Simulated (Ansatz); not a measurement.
Consider Al6Co5Ni.

```yaml
crystal:
  lattice:
    - [4.03349, 0.00000, 0.00000]
    - [0.00000, 4.03349, 0.00000]
    - [0.00000, 0.00000, 8.63307]
  atoms:
    - { symbol: Al, position: [0.00000, 0.50000, 0.83168] }
    - { symbol: Al, position: [0.00000, 0.50000, 0.16832] }
    - { symbol: Al, position: [0.00000, 0.50000, 0.50000] }
    - { symbol: Al, position: [0.50000, 0.00000, 0.83168] }
    - { symbol: Al, position: [0.50000, 0.00000, 0.16832] }
    - { symbol: Al, position: [0.50000, 0.00000, 0.50000] }
    - { symbol: Co, position: [0.00000, 0.00000, 0.66608] }
    - { symbol: Co, position: [0.00000, 0.00000, 0.33392] }
    - { symbol: Ni, position: [0.00000, 0.00000, 0.00000] }
    - { symbol: Co, position: [0.50000, 0.50000, 0.66711] }
    - { symbol: Co, position: [0.50000, 0.50000, 0.00000] }
    - { symbol: Co, position: [0.50000, 0.50000, 0.33289] }
```

Space group P4/mmm; a structure generated by program, which may or may not match a known phase; computed pressure about −11 GPa in this cell; the program warned that a starting moment wasn't kept; spin-polarised, but the moments vanished.

These are results of Ansatz, DFT LDA, scalar-relativistic, plane waves, PAW, not measurements.

Q: What will maps of the valence pseudo-density and electron localisation function show?

A: Al–Co (2.47 Å): ρ is about 0.32 e/Å³ halfway; the ELF is about 0.40 at the midpoint.
Al–Ni (2.49 Å): ρ at the midpoint is about 0.3 e/Å³; the ELF is about 0.40 at the midpoint.

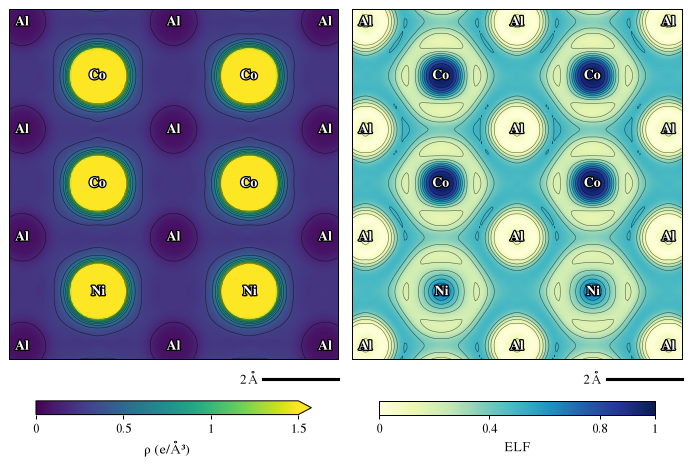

Computed valence pseudo-density and electron localisation function on the (100) plane of the conventional cell, in this order. 

In a PAW calculation such maps are meaningful between the atoms, not at the nuclei.
